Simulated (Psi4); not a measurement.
InNH4: single-point calculation (part 2 of 2)

Continued. System: InNH4, SMILES [NH2][InH2]. Method: OMP2/def2-SVP, RHF, core potentials def2 (Psi4 1.11). The geometry comes from this level: PBE0-D4/def2-TZVP.

Geometry of the input (Å):
```
N  -0.0922  -1.0605  0.0366
In 0.0953  0.9359  -0.0483
H  -0.5980  -1.5529  0.7534
H  0.3119  -1.6973  -0.6293
H  1.0125  1.5205  -1.3707
H  -0.6874  1.7903  1.2121
```

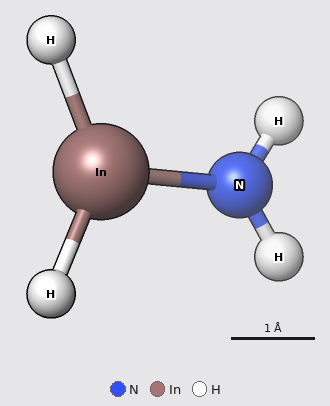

Fig. 1: The structure as given in the input (ball-and-stick view, seen at a tilt). Sticks mark near contacts.

### Output, continued
```
  MP2_AMP_TYPE                  => (empty)
  MP2_OS_SCALE                  => (empty)
  MP2_SOS_SCALE                 => (empty)
  MP2_SOS_SCALE2                => (empty)
  MP2_SS_SCALE                  => (empty)
  MP2_TYPE                      => (empty)
  MP_TYPE                       => (empty)
  NAT_ORBS                      => FALSE           !
  NUM_FROZEN_DOCC               => 5               !
  NUM_FROZEN_UOCC               => (empty)
  NUM_GPUS                      => (empty)
  OCC_ORBS_PRINT                => (empty)
  OEPROP                        => (empty)
  OO_SCALE                      => (empty)
  OPT_METHOD                    => (empty)
  ORBITAL_OPTIMIZER_PACKAGE     => (empty)
  ORB_OPT                       => TRUE            !
  ORB_RESP_SOLVER               => (empty)
  ORTH_TYPE                     => (empty)
  PARENT_SYMMETRY               => (empty)
  PCG_BETA_TYPE                 => (empty)
  PCG_CONVERGENCE               => (empty)
  PCG_MAXITER                   => (empty)
  PCM                           => (empty)
  PE                            => (empty)
  PPL_TYPE                      => (empty)
  PRINT                         => (empty)
  PRINT_NOONS                   => (empty)
  PROPERTIES                    => (empty)
  PROPERTIES_ORIGIN             => (empty)
  PUREAM                        => TRUE            !
  QCHF                          => (empty)
  QC_MODULE                     => (empty)
  RAS1                          => (empty)
  RAS2                          => (empty)
  RAS3                          => (empty)
  RAS4                          => (empty)
  READ_SCF_3INDEX               => (empty)
  REGULARIZATION                => (empty)
  REG_PARAM                     => (empty)
  RELATIVISTIC                  => (empty)
  REMP_A                        => (empty)
  RESTRICTED_DOCC               => (empty)
  RESTRICTED_UOCC               => (empty)
  RMS_MOGRAD_CONVERGENCE        => (empty)
  R_CONVERGENCE                 => (empty)
  SCF_TYPE                      => PK              !
  SCREENING                     => (empty)
  SCS_TYPE                      => (empty)
  SOCC                          => (empty)
  SOS_TYPE                      => (empty)
  TRIPLES_IABC_TYPE             => (empty)
  WFN                           => (empty)
  WFN_TYPE                      => DF-OMP2         !
  WRITER_FILE_LABEL             => (empty)
  ZORA_BASIS_TOLERANCE          => (empty)
  ZORA_NR_DEBUG                 => (empty)
  ZORA_PRUNING_SCHEME           => (empty)
  ZORA_RADIAL_POINTS            => (empty)
  ZORA_SPHERICAL_POINTS         => (empty)

	Warning: cc_lambda option is changed to TRUE
	For this residual convergence, default PCG convergence is:     1.00e-07
	For this energy convergence, default RMS orbital gradient is:     3.16e-07
	For this energy convergence, default MAX orbital gradient is:     2.00e-06

 ==============================================================================
 ==============================================================================
 ==============================================================================

                      DF-OMP2 (DF-OO-MP2)

 ==============================================================================
 ==============================================================================
 ==============================================================================

	MO Hessian type is changed to 'HF'
	MO spaces...

	 FC   OCC   VIR   FV
	----------------------
	  5   11    44    0
	Number of basis functions in the DF-HF basis: 367
	Number of basis functions in the DF-CC basis: 218

	Minimum required memory for amplitudes:      5.36 MB

	Computing DF-MP2 energy using SCF MOs (Canonical DF-MP2)...
	=======================================================================
	Nuclear Repulsion Energy (a.u.)    :    70.74160380592731
	DF-HF Energy (a.u.)                :  -245.91295112188695
	REF Energy (a.u.)                  :  -245.91295112188695
	DF-MP2 Correlation Energy (a.u.)   :    -0.27386990778262
	DF-MP2 Total Energy (a.u.)         :  -246.18682102966957
	=======================================================================

	Number of independent-pairs: 759

 ==============================================================================
 ================ Performing DF-OMP2 iterations... ============================
 ==============================================================================
	            Minimizing DF-MP2-L Functional
	            ------------------------------
 Iter       E_total           DE           RMS MO Grad      MAX MO Grad      RMS T2
 ----    ---------------    ----------     -----------      -----------     ----------
	successfully fired up coupled DIIS...
   1     -246.1919021695     -5.08e-03       4.91e-04         6.49e-03        4.48e-05
   2     -246.1921018080     -2.00e-04       2.04e-04         2.59e-03        1.03e-05
   3     -246.1921500952     -4.83e-05       1.56e-04         2.15e-03        4.50e-07
   4     -246.1921875867     -3.75e-05       1.27e-04         1.65e-03        3.67e-07
   5     -246.1922545525     -6.70e-05       5.97e-05         7.80e-04        2.67e-07
   6     -246.1922580249     -3.47e-06       5.66e-05         7.45e-04        8.05e-08
   7     -246.1922661720     -8.15e-06       5.01e-05         6.64e-04        1.56e-07
   8     -246.1922737295     -7.56e-06       4.59e-05         6.01e-04        3.75e-08
   9     -246.1922783081     -4.58e-06       4.41e-05         5.79e-04        5.01e-08
  10     -246.1922843449     -6.04e-06       4.19e-05         5.52e-04        4.10e-08
[... 72 lines of further cycles ...]
  83     -246.1923685894     -8.08e-10       3.22e-07         5.61e-06        4.35e-10
  84     -246.1923685905     -1.10e-09       3.02e-07         5.16e-06        6.20e-10
  85     -246.1923685921     -1.66e-09       2.67e-07         4.39e-06        2.66e-10
  86     -246.1923685945     -2.38e-09       2.07e-07         2.87e-06        2.17e-09
  87     -246.1923685954     -8.67e-10       1.67e-07         2.40e-06        1.24e-09
  88     -246.1923685956     -2.51e-10       1.55e-07         2.37e-06        5.51e-10
  89     -246.1923685958     -1.96e-10       1.20e-07         1.70e-06        4.91e-10
  90     -246.1923685960     -1.38e-10       7.85e-08         9.12e-07        7.50e-10
  91     -246.1923685960     -2.83e-11       6.80e-08         7.85e-07        7.97e-11
  92     -246.1923685960     -1.51e-11       6.17e-08         7.33e-07        1.08e-10

 ==============================================================================
 ======================== DF-OMP2 ITERATIONS ARE CONVERGED ====================
 ==============================================================================

	Computing MP2 energy using optimized MOs...
	=======================================================================
	Nuclear Repulsion Energy (a.u.)    :    70.74160380592731
	DF-HF Energy (a.u.)                :  -245.91295112188695
	REF Energy (a.u.)                  :  -245.90674072608181
	DF-MP2 Correlation Energy (a.u.)   :    -0.27941747411330
	DF-MP2 Total Energy (a.u.)         :  -246.19236859600025
	=======================================================================

	=======================================================================
	================ DF-OMP2 FINAL RESULTS ================================
	=======================================================================
	Nuclear Repulsion Energy (a.u.)    :    70.74160380592731
	DF-HF Energy (a.u.)                :  -245.91295112188695
	REF Energy (a.u.)                  :  -245.90674072608181
	DF-OMP2 Correlation Energy (a.u.)  :    -0.27941747413200
	Edfomp2 - Eref (a.u.)              :    -0.28562786993714
	DF-OMP2 Total Energy (a.u.)        :  -246.19236859601895
	=======================================================================

	total time  =         20 seconds =       0.33 minutes
```

### Standard output
```
E = -246.192368596
CURRENT CORRELATION ENERGY                         -0.2794174741
CURRENT ENERGY                                   -246.1923685960
CURRENT REFERENCE ENERGY                         -245.9129511219
DD SOLVATION ENERGY                                 0.0000000000
HF KINETIC ENERGY                                 129.9036382520
HF POTENTIAL ENERGY                              -375.8165893739
HF TOTAL ENERGY                                  -245.9129511219
HF VIRIAL RATIO                                     2.8930412915
MP2 CORRELATION ENERGY                             -0.2738699078
MP2 DOUBLES ENERGY                                 -0.2738699078
MP2 SINGLES ENERGY                                  0.0000000000
MP2 TOTAL ENERGY                                 -246.1868210297
NUCLEAR REPULSION ENERGY                           70.7416038059
OMP2 CORRELATION ENERGY                            -0.2794174741
OMP2 REFERENCE CORRECTION ENERGY                    0.0062103958
OMP2 TOTAL ENERGY                                -246.1923685960
ONE-ELECTRON ENERGY                              -552.6204988916
PCM POLARIZATION ENERGY                             0.0000000000
PE ENERGY                                           0.0000000000
SCF ITERATION ENERGY                             -245.9129511219
SCF ITERATIONS                                     11.0000000000
SCF TOTAL ENERGY                                 -245.9129511219
SCS(N)-MP2 CORRELATION ENERGY                     245.9129511219
SCS(N)-MP2 TOTAL ENERGY                             0.0000000000
SCS(N)-OMP2 CORRELATION ENERGY                    245.9129511219
SCS(N)-OMP2 TOTAL ENERGY                            0.0000000000
SCS-MP2 CORRELATION ENERGY                        245.9129511219
SCS-MP2 TOTAL ENERGY                                0.0000000000
SCS-OMP2 CORRELATION ENERGY                       245.9129511219
SCS-OMP2 TOTAL ENERGY                               0.0000000000
SOS-MP2 CORRELATION ENERGY                        245.9129511219
SOS-MP2 TOTAL ENERGY                                0.0000000000
SOS-OMP2 CORRELATION ENERGY                       245.9129511219
SOS-OMP2 TOTAL ENERGY                               0.0000000000
TWO-ELECTRON ENERGY                               235.9659439638
```

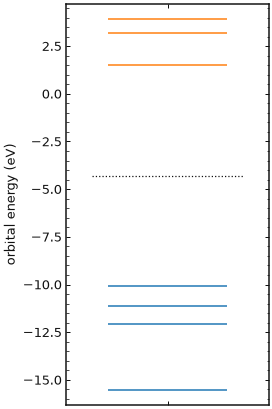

Fig. 2: Orbital energies near the frontier (SCF reference); the dotted line parts filled from empty levels, and levels within 0.02 eV of each other stand side by side. Highest filled −10.09 eV, lowest empty 1.51 eV, 11.60 eV apart.

### Summary

| quantity | value |
| --- | --- |
| outcome | converged |
| total energy | −246.192369 hartree |
| SCF energy | −245.912951 hartree |
| MP2 energy | −246.186821 hartree |
| correlation energy | −0.279417 hartree |
| basis functions | 60 |
| HOMO of the SCF reference | −10.09 eV |
| LUMO of the SCF reference | 1.51 eV |
| wall time | 23 s |
| peak memory | 0.24 GiB |
